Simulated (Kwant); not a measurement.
Model system: wire with one Gaussian impurity in a GaN two-dimensional gas. Effective mass 0.22 mₑ, grid spacing 10 nm, hard walls, nominal width 200 nm (19 grid rows, so walls 200 nm apart), one parabolic valley, scattering region 600 nm long along x; energies count from the band bottom; Fermi energy swept from 3.4185e-05 to 0.00072642 eV. Impurity U exp(−r²/2σ²), U = -0.0039 eV, σ = 20 nm, 0 nm off the axis.

The device is made up for the run: typed textbook-type constants, with dimensions and the other settings drawn at random.

Model: effective-mass tight-binding model on a square grid, one spin, coherent transport at 0 K (Kwant). Conductance is in e²/h.

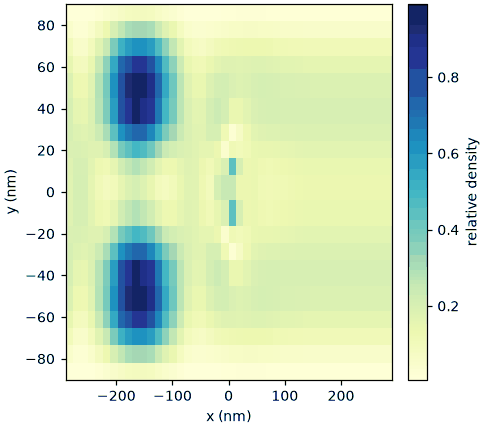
Figure: Density of the scattering states that come in from the left lead, at energy = 0.0002087 eV, in bins, relative to the largest site value

The conductance there is 1.38 e²/h with 2 open channel(s) in the leads.
